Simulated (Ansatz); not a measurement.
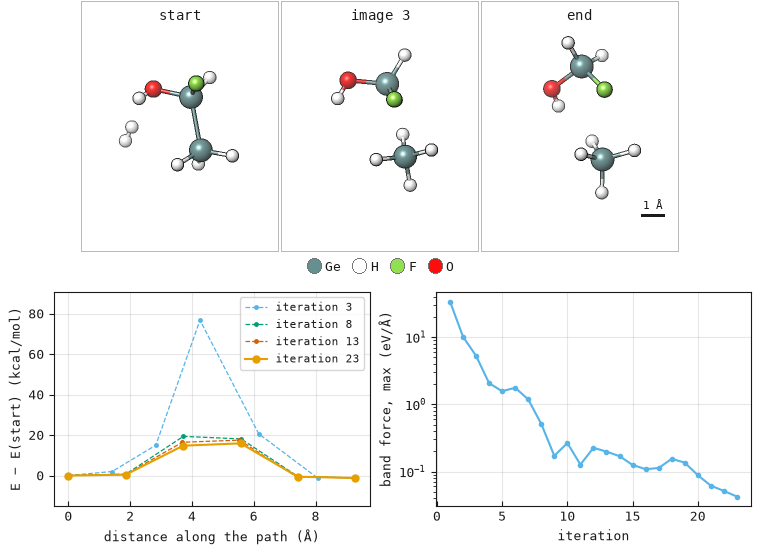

A search for the minimum-energy path of Ge$_{2}$H$_{7}$OF, made up at the start of Ge2H5OF and H2 by the nudged elastic band. Images are numbered from 0 (start) to 5 (end). The plot follows the band through its iterations. The picture is a ball-and-stick view, seen from a free direction.

Level of theory: RKS PBE0/def2-SVP (Ansatz). Run with 4 movable images; no climbing image; force threshold 0.05 eV/Å; iteration limit 60; starting path through a guess of the saddle point.

Question: Did the band converge, and can the barrier be trusted?

Answer: The run is converged, with reservations. The band converged in 23 iterations. The largest component of the band force went from 34 to 0.042 eV/Å. No image climbed, so the highest image needn't lie on the saddle point, and the true maximum along this path can be higher. The first iteration put the highest image at 279.8 kcal/mol. The highest point, image 3, lies 15.9 kcal/mol above the start and 17.1 kcal/mol above the end; the end is at −1.2 kcal/mol relative to the start.

Limits of the set-up: the start holds two separate molecules, 2.5 Å apart at their closest, whose relative position is a soft coordinate and is computed without a dispersion correction.

The run took 2.3 min on 4 threads of Intel(R) Xeon(R) 6975P-C (Granite Rapids) (shared host), peak memory 0.37 GiB.
